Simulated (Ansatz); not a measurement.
# Os (P6_3/mmc, 2 atoms in the cell): modes against biaxial strain in the (0001) plane, that of a and b, part 2 of 2

Wanted: the shifts of the zone-centre modes of Os (P6_3/mmc, 2 atoms in the cell) with strain.

Ansatz 0.2.0; DFT LDA, scalar-relativistic, plane waves, PAW; PAW set soft_1.

So far, highest optical mode at the zone centre (no LO-TO term) (cm⁻¹): step 5 (modes at rest) 229; step 7 (strain 4 %) 233.

**8. Relaxation of a member: biaxial strain of -4 % in the (0001) plane, that of a and b**

The cell takes a biaxial strain of -4 % in the (0001) plane, that of a and b. The strained lengths are held, while the rest of the cell and the atoms relax.

input.yaml

```yaml
crystal:
  lattice:
    - [2.6066461986, 0.0, 0.0]
    - [-1.3033230993, 2.2574218267, 0.0]
    - [0.0, 0.0, 4.3597574363]
  atoms:
    - { symbol: Os, position: [0.3333333333, 0.6666666667, 0.25] }
    - { symbol: Os, position: [0.6666666667, 0.3333333333, 0.75] }
kpoints:
  mp_grid: { grid: [18, 18, 12] }
hamiltonian:
  xc: lda
  pseudopotentials: { kind: paw, azcp: { folder: soft_1 }, xc_functional: pbe }
scf:
  occupations: { method: methfessel_paxton, width: 0.2 }
output:
  forces: true
  stress: true
  eigenvalues: true
relax:
  adjacent_minimum: "off"
  f_tol: 0.001
  max_steps: 60
  cell: { stress_tol: 0.01, fix: [a, b, gamma] }
```

Command:

```sh
ansatz run input.yaml --threads 4 --pin off --max-ram 10240MiB --backend cpu --events-out ev --progress --plain --runs-dir out
```

Numbers of over 12 decimals in the logs are rounded to 6 here.

Log:

```text
[...]
Crystal: 2 atoms, lattice volume = 25.654 Å³
Basis set: ecut = 420 eV, 537 PW (Γ)
Bands: 20, of which v1, the nominal top of the filled ones, is band 16 counted from 1 (15 counted from 0)
Symmetry: 24 space group operations
[...]
k-points: 259 of 3888
[...]
k-point 258: bands = [... 12 lower, 24.5324, 24.5324, 26.5335, 26.5335, 30.3161, 30.3161, 37.6707, 37.6707]
--- Relaxed structure (4 steps of the walk, 3 accepted, 1 SCFs on fresh bases) ---
[...]
cell:  # Å, volume = 25.7989 Å³
    - [2.606646, 0, 0.0]
    - [-1.303323, 2.257422, 0.0]
    - [0.0, 0.0, 4.384364]
  atoms:
    - { symbol: Os, position: [0.333333, 0.666667, 0.25] }
    - { symbol: Os, position: [0.666667, 0.333333, 0.75] }
[key lines of the parts left out:]
SCF converged after 5 iterations
Free energy (F): -22238.770354 eV
Fermi energy:    28.266475 eV
P = ⅓ Tr σ = 32.0631 GPa (320.631 kbar)
```

Elapsed: 8.5 s, on 4 threads of Arm Neoverse V1, shared host; peak memory 0.41 GiB.

Relaxation path:

| step | energy less that of the first step (eV) | largest force component (eV/Å) | pressure (GPa) | volume (Å³) |
| --- | --- | --- | --- | --- |
| 1 | 0.0000 | 0.0000 | 35.14 | 25.65 |
| 2 | 0.0025 | 0.0000 | 28.00 | 26.00 |
| 3 | -0.0024 | 0.0000 | 31.98 | 25.80 |
| 4 | -0.0024 | 0.0000 | 32.07 | 25.80 |
| 5* | -0.0025 | 0.0000 | 32.06 | 25.80 |

Relaxation steps marked * repeat the geometry before them on a plane-wave basis chosen anew for their cell, so energy and pressure can jump there. Relaxation step 2 was tried and not accepted.

Forces are held to the 24 operations that the run works with; a distortion that breaks them can't arise in this run.

```csv
"conventional cell, symmetrised",before,after,change
a (Å),2.607,2.607,-0.0 %
b (Å),2.607,2.607,-0.0 %
c (Å),4.360,4.384,+0.6 %
volume (Å³/atom),12.83,12.90,+0.6 %
```

Final coordinates:

```cif
data_structure
_symmetry_space_group_name_H-M 'P 1'
_symmetry_Int_Tables_number 1
_cell_length_a 2.6066
_cell_length_b 2.6066
_cell_length_c 4.3844
_cell_angle_alpha 90.000
_cell_angle_beta 90.000
_cell_angle_gamma 120.000
_cell_volume 25.80
loop_
_atom_site_label
_atom_site_type_symbol
_atom_site_fract_x
_atom_site_fract_y
_atom_site_fract_z
_atom_site_occupancy
Os1 Os 0.33333 0.66667 0.25000 1
Os2 Os 0.66667 0.33333 0.75000 1
```

This step gave:

| Quantity | Value |
| --- | --- |
| pressure | 32.06 GPa |
| volume per atom | 12.90 Å³ |

The forces vanish by symmetry.

**9. Modes of this member: biaxial strain of -4 % in the (0001) plane, that of a and b**

The zone-centre modes follow for biaxial strain of -4 % in the (0001) plane, that of a and b.

input.yaml, the sections that differ from step 8:

```yaml
crystal:
  lattice:
    - [2.6066461986, 0.0, 0.0]
    - [-1.3033230993, 2.2574218267, 0.0]
    - [0.0, 0.0, 4.3843639226]
  atoms:
    - { symbol: Os, position: [0.3333333333, 0.6666666667, 0.25] }
    - { symbol: Os, position: [0.6666666667, 0.3333333333, 0.75] }
output:
  eigenvalues: true
phonons:
  method: dfpt
# kpoints, hamiltonian, scf: as in step 8
# relax: removed
```

Log:

```text
[...]
Crystal: 2 atoms, lattice volume = 25.799 Å³
Basis set: ecut = 420 eV, 537 PW (Γ), exchange–correlation on 36×36×60 points (8 copies of the dense FFT grid, shifted against one another)
Bands: 20, of which v1, the nominal top of the filled ones, is band 16 counted from 1 (15 counted from 0)
Symmetry: 24 space group operations
k-points: 637 of 3888 (irreducible under 4 space group operations, time reversal used)
[...]
k-point 2: bands = [... 12 lower, 24.8039, 25.5024, 25.5024, 26.6970, 27.5330, 27.5330, 30.2002, 30.2002, ... 4 higher]
  k-point 636: bands = [... 12 lower, 24.5497, 24.5497, 26.4012, 26.4012, 30.8384, 30.8384, 34.0132, 34.0132, ... 4 higher]
[...]
ASR residual: 7.240e-5 → 0.000e0 eV/Å²; symmetrization residual: 6.342e-13 eV/Å²
  ASR residual per site (eV/Å²): 7.24e-5 7.24e-5
  Γ frequencies (cm⁻¹): 0.00 0.00 0.00 163.91 163.91 216.87
[...]
[key lines of the parts left out:]
SCF converged after 8 iterations
Free energy (F): -22238.770355 eV
Fermi energy:    28.266475 eV
```

The job ended after 23 s (4 threads; peak memory 1.2 GiB).

This step gave:

```yaml
sum_rule_residual_before_enforcement: 7.24e-5 eV/Å²
highest_optical_mode_at_the_zone_centre_no_lo_to_term: 216.9 cm⁻¹
lowest_optical_zone_centre_mode: 163.9 cm⁻¹
```

Patterns of degenerate modes are one choice out of their space. Modes at Γ:

```csv
mode,frequency (cm⁻¹),symmetry
1,0.0,acoustic
2,0.0,acoustic
3,0.0,acoustic
4,163.9,E2g
5,163.9,E2g
6,216.9,B1g
```

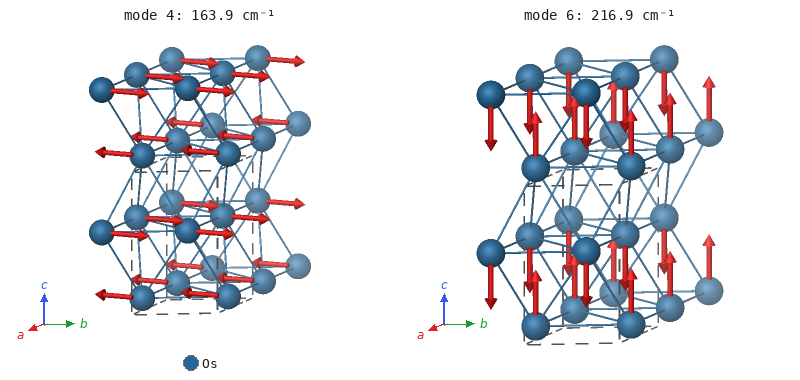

Displacement patterns of modes 4 and 6 at Γ; arrows are exaggerated. 3×2×2 cells are drawn.

The lowest optical mode is real, 164 cm⁻¹, and the highest lies at 216.9 cm⁻¹.

For the highest optical mode at the zone centre (no LO-TO term), step 5 gave 229 cm⁻¹; this run, with strain -4 %, gives 217 cm⁻¹ (-5 %).

**10. All members side by side**

The members are set side by side, also those not shown above.

Stress is positive in compression; energies are extrapolated to zero smearing, and E0 is that at rest; the edges not held and the atoms are relaxed in each cell; all runs use 18×18×12 k points and Methfessel-Paxton smearing of 0.2 eV. State of the crystal along the series:

```csv
strain (%),in-plane stress (GPa),free strain along c (%),E - E0 (meV/atom)
-4,48.1,2.179,150.6
-3,34.11,1.606,81.52
-2,21.35,1.07,34.62
-1,9.935,0.5471,8.226
0,-0.001135,0,0
1,-8.589,-0.5743,7.585
2,-16.12,-1.152,28.93
3,-22.79,-1.716,62.64
4,-28.54,-2.291,107.4
```

Optical modes are counted from below at rest and tracked from member to member by their patterns, and modes that stay within 0.3 cm⁻¹ of each other stand once; labels, where given, are those at rest; the edges not held and the atoms are relaxed in each cell; all runs use 18×18×12 k points and Methfessel-Paxton smearing of 0.2 eV. Optical modes along the series:

```csv
strain (%),optical mode 1 E2g (cm⁻¹),optical mode 2 B1g (cm⁻¹)
-4,163.9,216.9
-3,165.2,220.6
-2,166.7,223.7
-1,167.6,226.4
0,168.5,228.8
1,169.7,230.7
2,171,231.8
3,171.6,232.4
4,171.4,232.6
```

Value and slope at zero strain of a cubic (a lower polynomial where under five rows exist) through the rows within 2 % of rest. Slopes at rest:

```
              mode  frequency (cm⁻¹)  shift per percent of strain (cm⁻¹)  shift per GPa of compressive stress (cm⁻¹)
optical mode 1 E2g             168.5                                1.05                                       -0.11
optical mode 2 B1g             228.8                                2.14                                       -0.23
```

**11. Outcome**

```json
{"members": "9", "highest optical mode at the zone centre (no LO-TO term), at rest": "228.8 cm⁻¹", "biaxial modulus in the (0001) plane, that of a and b": "923 GPa", "optical mode 1 E2g, shift per percent": "1.05 cm⁻¹", "optical mode 2 B1g, shift per percent": "2.14 cm⁻¹"}
```

**Reading.** The stress changes by 9.23 GPa for each percent, a biaxial modulus of 923 GPa in the (0001) plane, that of a and b. For each percent the free edge responds with -0.56 %. Within 2 % of rest optical mode 2 B1g bends away from a straight line, so a single slope holds only near rest. These are harmonic frequencies at zero temperature: anharmonic shifts, linewidths and thermal expansion are left out. Spin-orbit coupling is left out, which can matter for the heavy elements here. With no gap, or one that is small against the smearing, the frequencies hang on the k mesh and the smearing, most of all near Kohn anomalies. The PAW files were made for PBE; the program adapts parts of them to the functional of the run, but their partial waves stay those of PBE, an approximation that was not tested in this session. Only the zone centre was solved, so an instability at another wavevector cannot show here.

[Logs are printed without paths, hosts, clocks, repeated set-up lines and the standing remarks that a program may print on its own settings, such as how far it seeks lower states.]

[Hosts, paths, dates, database ids (printed as entryN), source tags and the programs' standing remarks are cut or masked in the printed files.]
